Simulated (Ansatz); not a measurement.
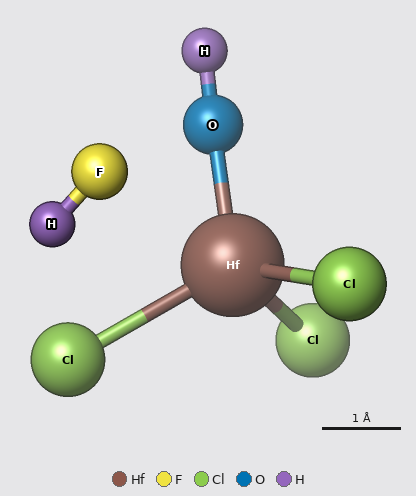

The starting structure (ball-and-stick view, seen at a tilt). Sticks mark near contacts.

# Geometry relaxation, with input and output: HfH$_{2}$Cl$_{3}$OF

- system: HfH$_{2}$Cl$_{3}$OF
- method: RKS PBE-D4/def2-SVP (Ansatz 0.2.0)

It belongs to a series of runs on one base structure; here: end point B relaxed.

The program's output:
```
The last accepted step is kept in [file] (removed where the run ends without a failure and the disk answers)
Engine: ansatz 0.2.0, aarch64-unknown-linux-gnu
Functional definition: PBE
  parameter kappa = 0.804
  parameter beta = 0.06672455060314922
  exchange = pbe_x(kappa = kappa, mu = beta*pi^2/3)
  correlation = pbe_c(beta = beta)
1306 factors; their error is unknown
mean field evaluation 1: about -43636.8783 eV, gradient 6.7e1 eV
mean field evaluation 2: about -43521.9631 eV, gradient 2.2e2 eV
mean field evaluation 4: about -43644.2016 eV, gradient 1.8e1 eV
mean field evaluation 8: about -43644.8630 eV, gradient 2.1e-1 eV
mean field evaluation 16: about -43644.7639 eV, gradient 1.5e-3 eV
mean field -43644.76390250 eV, -1603.9154899333 hartree, gradient 3.2e-5 eV, S^2 0.000000; 0 other end points of the search recorded, 0 dependent functions left out
the calculation of the forces begins
reference -43644.76398281 eV, -1603.9154928847 hartree; 41, 41 occupied and 83, 83 virtual orbitals, 1306 factors
relax step   1: F+E_penalty+E_count = -43644.98779549 eV  Δ(F+E_penalty+E_count) = +0.000e0 eV  max|allowed force component| = 9.835e-1 eV/Å  Δτ_max = 0.0000 Å  (29 SCF iters, accepted)
these checks for a lower state are left out or cut short: starts, cluster_reference, orbital_swaps, neighbouring_geometries, increment
1306 factors; their error is unknown
mean field -43644.85923099 eV, -1603.9189931909 hartree, gradient 9.0e-6 eV, S^2 0.000000; 0 other end points of the search recorded, 0 dependent functions left out
the calculation of the forces begins
reference -43644.85931150 eV, -1603.9189961494 hartree; 41, 41 occupied and 83, 83 virtual orbitals, 1306 factors
relax step   2: F+E_penalty+E_count = -43645.09374454 eV  Δ(F+E_penalty+E_count) = -1.059e-1 eV  max|allowed force component| = 7.797e-1 eV/Å  Δτ_max = 0.1963 Å  (36 SCF iters, accepted)
these checks for a lower state are left out or cut short: starts, cluster_reference, orbital_swaps, neighbouring_geometries, increment
1306 factors; their error is unknown
mean field evaluation 32: about -43644.9716 eV, gradient 2.9e-1 eV
mean field -43644.97163177 eV, -1603.9231238431 hartree, gradient 1.1e-5 eV, S^2 0.000000; 0 other end points of the search recorded, 0 dependent functions left out
the calculation of the forces begins
reference -43644.97171246 eV, -1603.9231268085 hartree; 41, 41 occupied and 83, 83 virtual orbitals, 1306 factors
relax step   3: F+E_penalty+E_count = -43645.20982250 eV  Δ(F+E_penalty+E_count) = -1.161e-1 eV  max|allowed force component| = 5.233e-1 eV/Å  Δτ_max = 0.1948 Å  (36 SCF iters, accepted)
these checks for a lower state are left out or cut short: starts, cluster_reference, orbital_swaps, neighbouring_geometries, increment
1306 factors; their error is unknown
mean field -43644.99144773 eV, -1603.9238520665 hartree, gradient 8.3e-6 eV, S^2 0.000000; 0 other end points of the search recorded, 0 dependent functions left out
the calculation of the forces begins
reference -43644.99152830 eV, -1603.9238550273 hartree; 41, 41 occupied and 83, 83 virtual orbitals, 1306 factors
relax step   4: F+E_penalty+E_count = -43645.23215737 eV  Δ(F+E_penalty+E_count) = -2.233e-2 eV  max|allowed force component| = 4.822e-1 eV/Å  Δτ_max = 0.1951 Å  (36 SCF iters, accepted)
these checks for a lower state are left out or cut short: starts, cluster_reference, orbital_swaps, neighbouring_geometries, increment
1306 factors; their error is unknown
mean field -43645.03238440 eV, -1603.9253564611 hartree, gradient 2.2e-5 eV, S^2 0.000000; 0 other end points of the search recorded, 0 dependent functions left out
the calculation of the forces begins
reference -43645.03246529 eV, -1603.9253594339 hartree; 41, 41 occupied and 83, 83 virtual orbitals, 1306 factors
relax step   5: F+E_penalty+E_count = -43645.27142664 eV  Δ(F+E_penalty+E_count) = -3.927e-2 eV  max|allowed force component| = 2.382e-1 eV/Å  Δτ_max = 0.1150 Å  (29 SCF iters, accepted)
these checks for a lower state are left out or cut short: starts, cluster_reference, orbital_swaps, neighbouring_geometries, increment
1306 factors; their error is unknown
mean field -43645.03320298 eV, -1603.9253865433 hartree, gradient 1.0e-5 eV, S^2 0.000000; 0 other end points of the search recorded, 0 dependent functions left out
the calculation of the forces begins
reference -43645.03328389 eV, -1603.9253895167 hartree; 41, 41 occupied and 83, 83 virtual orbitals, 1306 factors
relax step   6: F+E_penalty+E_count = -43645.27257800 eV  Δ(F+E_penalty+E_count) = -1.151e-3 eV  max|allowed force component| = 5.534e-1 eV/Å  Δτ_max = 0.1157 Å  (36 SCF iters, accepted)
these checks for a lower state are left out or cut short: starts, cluster_reference, orbital_swaps, neighbouring_geometries, increment
1306 factors; their error is unknown
mean field evaluation 64: about -43644.8607 eV, gradient 8.2e-5 eV
mean field -43644.86071593 eV, -1603.9190477612 hartree, gradient 1.1e-5 eV, S^2 0.000000; 0 other end points of the search recorded, 0 dependent functions left out
the calculation of the forces begins
reference -43644.86079637 eV, -1603.9190507174 hartree; 41, 41 occupied and 83, 83 virtual orbitals, 1306 factors
relax step   7: F+E_penalty+E_count = -43645.09889507 eV  Δ(F+E_penalty+E_count) = +1.737e-1 eV  max|allowed force component| = 3.170e0 eV/Å  Δτ_max = 0.1951 Å  (36 SCF iters, rejected (line search))
these checks for a lower state are left out or cut short: starts, cluster_reference, orbital_swaps, neighbouring_geometries, increment
1306 factors; their error is unknown
mean field -43645.04169256 eV, -1603.9256985299 hartree, gradient 2.6e-5 eV, S^2 0.000000; 0 other end points of the search recorded, 0 dependent functions left out
the calculation of the forces begins
reference -43645.04177358 eV, -1603.9257015072 hartree; 41, 41 occupied and 83, 83 virtual orbitals, 1306 factors
relax step   8: F+E_penalty+E_count = -43645.28142047 eV  Δ(F+E_penalty+E_count) = -8.842e-3 eV  max|allowed force component| = 2.241e-1 eV/Å  Δτ_max = 0.0630 Å  (31 SCF iters, accepted)
these checks for a lower state are left out or cut short: starts, cluster_reference, orbital_swaps, neighbouring_geometries, increment
1306 factors; their error is unknown
mean field -43645.04585872 eV, -1603.9258516334 hartree, gradient 1.9e-5 eV, S^2 0.000000; 0 other end points of the search recorded, 0 dependent functions left out
the calculation of the forces begins
reference -43645.04593965 eV, -1603.9258546075 hartree; 41, 41 occupied and 83, 83 virtual orbitals, 1306 factors
relax step   9: F+E_penalty+E_count = -43645.28450857 eV  Δ(F+E_penalty+E_count) = -3.088e-3 eV  max|allowed force component| = 1.243e-1 eV/Å  Δτ_max = 0.0467 Å  (31 SCF iters, accepted)
these checks for a lower state are left out or cut short: starts, cluster_reference, orbital_swaps, neighbouring_geometries, increment
1306 factors; their error is unknown
mean field -43645.04681519 eV, -1603.9258867829 hartree, gradient 1.1e-5 eV, S^2 0.000000; 0 other end points of the search recorded, 0 dependent functions left out
the calculation of the forces begins
reference -43645.04689611 eV, -1603.9258897568 hartree; 41, 41 occupied and 83, 83 virtual orbitals, 1306 factors
relax step  10: F+E_penalty+E_count = -43645.28590307 eV  Δ(F+E_penalty+E_count) = -1.394e-3 eV  max|allowed force component| = 2.166e-2 eV/Å  Δτ_max = 0.0129 Å  (31 SCF iters, accepted)
1306 factors; their error is unknown
mean field evaluation 96: about -43637.5170 eV, gradient 6.6e1 eV
```

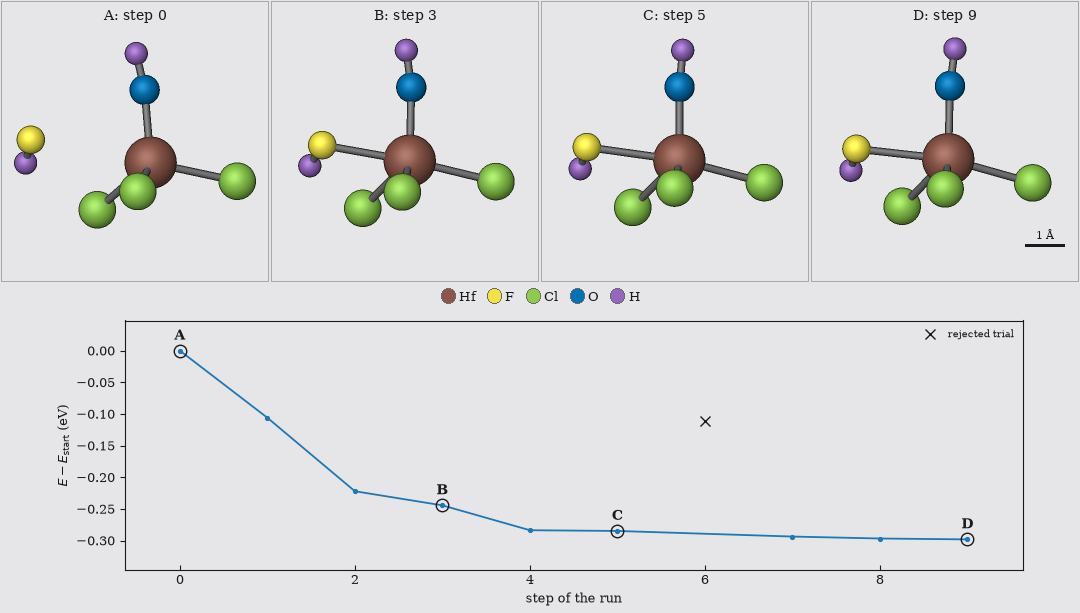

Frames of the relaxation (ball-and-stick view, seen on its broad side) above the curves, on which the letters mark them (the first geometry is step 0 here and step 1 in the log).

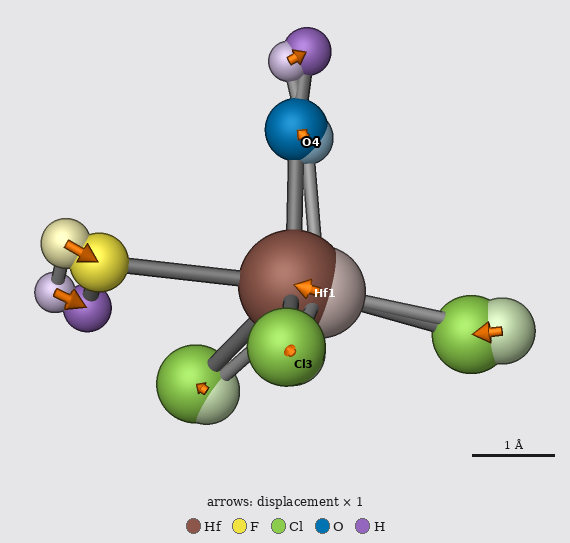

Start (faint) and end (solid) with the displacements as orange arrows, at true length (ball-and-stick view, seen on its broad side). The two geometries are laid on each other by the best rigid fit. After 9 geometry steps the energy has fallen by 0.298 eV. Largest force component: 0.98 eV/Å at the start, 0.022 eV/Å at the end. The line search rejected the trial step at point 6 (counted from 0) and went back. The largest move after the best rigid fit is that of F2, 0.47 Å. Largest moves by element: F 0.47 Å, H 0.45 Å, Cl 0.38 Å, Hf 0.34 Å, O 0.17 Å. Among the contacts that change: Hf1–F2 3.172 → 2.400 Å, F2–H8 0.933 → 0.974 Å, Hf1–Cl7 2.485 → 2.456 Å, Hf1–Cl3 2.349 → 2.360 Å. New bonds form: Hf1–F2 (3.17 → 2.40 Å). Among the angles that change: Cl6–Hf1–Cl7 106.5° → 97.4°, Cl3–Hf1–Cl7 113.5° → 120.2°, Hf1–O4–H5 168.5° → 173.2°. (Atoms are counted from 1 in the order of the input.)

```
mean field -43645.04681519 eV, -1603.9258867829 hartree, gradient 1.1e-5 eV, S^2 0.000000; 1 other end points of the search recorded, 0 dependent functions left out
the calculation of the forces begins
reference -43645.04689611 eV, -1603.9258897568 hartree; 41, 41 occupied and 83, 83 virtual orbitals, 1306 factors
Total energy: -43645.28598399 eV, -1603.9346760743 hartree
Atom 0 at     0.168272    -0.497200    -0.232606 Å, force     0.021663    -0.012088     0.019576 eV/Å
Atom 1 at     0.849723     0.348775     1.907383 Å, force     0.001909     0.004771    -0.004411 eV/Å
Atom 2 at     2.162298     0.497697    -1.010846 Å, force    -0.004514     0.001071     0.004038 eV/Å
Atom 3 at    -1.278247     0.723112    -0.084669 Å, force    -0.013661     0.009590     0.003081 eV/Å
Atom 4 at    -2.010189     1.352692    -0.124412 Å, force     0.002431     0.001140    -0.001976 eV/Å
Atom 5 at    -0.455176    -1.805590    -2.083853 Å, force    -0.002897    -0.005375    -0.002115 eV/Å
Atom 6 at     0.255814    -2.311166     1.420291 Å, force     0.000159     0.008033    -0.006871 eV/Å
Atom 7 at     0.781804    -0.546719     2.283212 Å, force    -0.005089    -0.007142    -0.011323 eV/Å
Dipole moment:    -0.388774     0.380540     0.415363 e Å
```

Trajectory as extended XYZ (Å, eV, eV/Å), 10 frames, from step=1 to step=10:
```
8
Properties=species:S:1:pos:R:3:forces:R:3 step=1 energy=-43644.98780
Hf    0.0948   -0.6783   -0.5116    0.1512  -0.6274   0.9835
F     0.8082    0.6164    2.2946   -0.0611   0.2987  -0.3728
Cl    2.1288    0.3685   -1.0457    0.0021   0.0008  -0.0009
O    -1.2809    0.5840   -0.1903    0.0147  -0.0247  -0.0129
H    -1.8405    1.3339    0.0499   -0.0316   0.0362   0.0092
Cl   -0.5577   -1.8320   -2.4448    0.0020   0.0032   0.0025
Cl    0.2987   -2.3770    1.2910   -0.0584   0.8350  -0.6838
H     0.8229   -0.2539    2.6314   -0.0189  -0.5218   0.0753
8
Properties=species:S:1:pos:R:3:forces:R:3 step=2 energy=-43645.09374
Hf    0.1144   -0.6738   -0.4212   -0.0079   0.7797  -0.4423
F     0.7674    0.5248    2.1258   -0.0168  -0.0313  -0.1454
Cl    2.1371    0.3695   -1.0061    0.1157   0.0241  -0.0124
O    -1.2773    0.5846   -0.1530   -0.1472   0.1109   0.0447
H    -1.8467    1.3401    0.0493    0.0242  -0.0482  -0.0057
Cl   -0.5374   -1.8169   -2.3697    0.0125  -0.0701   0.0481
Cl    0.3113   -2.2523    1.2902    0.0497  -0.7589   0.6473
H     0.8055   -0.3144    2.5592   -0.0302  -0.0063  -0.1344
8
Properties=species:S:1:pos:R:3:forces:R:3 step=3 energy=-43645.20982
Hf    0.1370   -0.6350   -0.3433    0.0139   0.5233  -0.0662
F     0.7472    0.4963    1.9386   -0.0236   0.1400  -0.2700
Cl    2.1705    0.3933   -0.9357    0.0651  -0.0047  -0.0782
O    -1.2798    0.6039   -0.0952   -0.1234   0.0473  -0.0497
H    -1.8603    1.3589    0.0743    0.0229  -0.0447  -0.0065
Cl   -0.5076   -1.8047   -2.2800    0.0277  -0.0362   0.0394
Cl    0.3123   -2.3076    1.3424    0.0143  -0.3219   0.3056
H     0.7550   -0.3435    2.3733    0.0031  -0.3032   0.1255
8
Properties=species:S:1:pos:R:3:forces:R:3 step=4 energy=-43645.23216
Hf    0.1637   -0.5590   -0.2576   -0.1722  -0.0303  -0.4138
F     0.7394    0.3986    1.7700    0.1338   0.4822   0.3659
Cl    2.2064    0.4174   -0.9292    0.0157   0.0181  -0.0832
O    -1.3056    0.6415   -0.1018   -0.0147   0.0707   0.0138
H    -1.9155    1.3736    0.0659    0.0236  -0.0509  -0.0366
Cl   -0.4686   -1.7803   -2.1711    0.0415  -0.0682   0.0224
Cl    0.3059   -2.3279    1.4034   -0.0168  -0.0805   0.0631
H     0.7486   -0.4022    2.2950   -0.0107  -0.3410   0.0683
8
Properties=species:S:1:pos:R:3:forces:R:3 step=5 energy=-43645.27143
Hf    0.1518   -0.5417   -0.2668   -0.0475   0.0193  -0.0858
F     0.7419    0.4110    1.8842    0.0908  -0.2382   0.1093
Cl    2.1778    0.4400   -0.9829   -0.0297   0.0097   0.0204
O    -1.3172    0.6567   -0.1089    0.0003   0.0784  -0.0010
H    -1.9217    1.4026    0.0134    0.0234  -0.0676  -0.0242
Cl   -0.4427   -1.8209   -2.1539    0.0113   0.0201   0.0651
Cl    0.2847   -2.3226    1.3880    0.0457   0.0146   0.0566
H     0.7997   -0.4635    2.3012   -0.0944   0.1638  -0.1403
8
Properties=species:S:1:pos:R:3:forces:R:3 step=6 energy=-43645.27258
Hf    0.1612   -0.5379   -0.2507    0.1276   0.0755  -0.0224
F     0.8084    0.3743    1.9036    0.0192   0.1525  -0.0985
Cl    2.1413    0.5054   -0.9942    0.0335  -0.0388  -0.0234
O    -1.2477    0.7155   -0.0840    0.3729  -0.4566  -0.0180
H    -1.9548    1.3536   -0.0861   -0.5534   0.5038   0.0002
Cl   -0.4767   -1.8205   -2.1172    0.0024   0.0061   0.0104
Cl    0.2767   -2.3268    1.4047    0.0045  -0.0266   0.0534
H     0.7658   -0.5019    2.2984   -0.0066  -0.2159   0.0982
8
Properties=species:S:1:pos:R:3:forces:R:3 step=7 energy=-43645.09890 accepted=F
Hf    0.1839   -0.5092   -0.2198    0.4130   0.0287   0.0553
F     0.9305    0.3004    1.9349   -0.1681  -0.1059  -0.0250
Cl    2.1130    0.5834   -1.0232    0.0511  -0.0956  -0.0395
O    -1.1762    0.7906   -0.0624   -3.1700   1.7792  -0.5187
H    -2.0648    1.3238   -0.2444    2.7955  -1.6535   0.5767
Cl   -0.5089   -1.8163   -2.0457   -0.0040   0.0034  -0.0395
Cl    0.2715   -2.3278    1.4338   -0.0905  -0.0539   0.0296
H     0.7253   -0.5833    2.3012    0.1730   0.0976  -0.0390
8
Properties=species:S:1:pos:R:3:forces:R:3 step=8 energy=-43645.28142
Hf    0.1751   -0.4883   -0.2381   -0.0877   0.0512   0.0240
F     0.8533    0.3505    1.9155    0.0014   0.0740  -0.0643
Cl    2.1686    0.5021   -1.0181    0.0352   0.0207  -0.0060
O    -1.2812    0.7249   -0.0851    0.2241  -0.1721   0.0013
H    -2.0097    1.3522   -0.1132   -0.1781   0.1512  -0.0098
Cl   -0.4496   -1.8281   -2.0609   -0.0160   0.0016  -0.0863
Cl    0.2413   -2.3132    1.3824    0.0324  -0.0161   0.1155
H     0.7765   -0.5385    2.2920   -0.0113  -0.1105   0.0256
8
Properties=species:S:1:pos:R:3:forces:R:3 step=9 energy=-43645.28451
Hf    0.1679   -0.4985   -0.2366   -0.0180   0.0189   0.0234
F     0.8447    0.3440    1.9096    0.0327   0.1243  -0.0299
Cl    2.1645    0.4951   -1.0164   -0.0327  -0.0098   0.0255
O    -1.2812    0.7220   -0.0874    0.0138  -0.0071  -0.0040
H    -2.0127    1.3537   -0.1204    0.0341  -0.0258  -0.0026
Cl   -0.4524   -1.8043   -2.0937    0.0048   0.0096   0.0364
Cl    0.2533   -2.3035    1.4265   -0.0056  -0.0440  -0.0382
H     0.7903   -0.5468    2.2929   -0.0291  -0.0661  -0.0106
8
Properties=species:S:1:pos:R:3:forces:R:3 step=10 energy=-43645.28590
Hf    0.1683   -0.4972   -0.2326    0.0217  -0.0121   0.0196
F     0.8497    0.3488    1.9074    0.0019   0.0048  -0.0044
Cl    2.1623    0.4977   -1.0108   -0.0045   0.0011   0.0040
O    -1.2782    0.7231   -0.0847   -0.0137   0.0096   0.0031
H    -2.0102    1.3527   -0.1244    0.0024   0.0011  -0.0020
Cl   -0.4552   -1.8056   -2.0839   -0.0029  -0.0054  -0.0021
Cl    0.2558   -2.3112    1.4203    0.0002   0.0080  -0.0069
H     0.7818   -0.5467    2.2832   -0.0051  -0.0071  -0.0113
```

The run was set up as follows.

Input file:
```yaml
crystal:
  periodic: [false, false, false]
  atoms:
    - { symbol: Hf, position_ang: [0.094772, -0.67828, -0.511623] }
    - { symbol: F, position_ang: [0.808199, 0.616398, 2.294577] }
    - { symbol: Cl, position_ang: [2.128773, 0.368463, -1.045723] }
    - { symbol: O, position_ang: [-1.280875, 0.583962, -0.190307] }
    - { symbol: H, position_ang: [-1.840511, 1.333927, 0.049918] }
    - { symbol: Cl, position_ang: [-0.557668, -1.832002, -2.444766] }
    - { symbol: Cl, position_ang: [0.298685, -2.377016, 1.291044] }
    - { symbol: H, position_ang: [0.822925, -0.253851, 2.63138] }
basis:
  gaussian: { orbitals: def2-SVP }
hamiltonian:
  xc: pbe
  dispersion: d4
relax:
  f_tol: 0.03
  max_steps: 50
```

Launched with:
```bash
ansatz run input.yaml --threads 4 --pin off --max-ram 5120MiB --backend cpu --events-out ev --progress --plain --runs-dir out
```

Summary:

- outcome: converged
- total energy: −43645.2860 eV
- mean-field energy: −43645.0469 eV
- largest force (length of the vector) at the end: 0.032 eV/Å
- hardware: 4 threads of Arm Neoverse V2, 24 GiB of memory available, shared host
- wall time: 20 s (CPU time 73 s)
- peak memory: 0.18 GiB
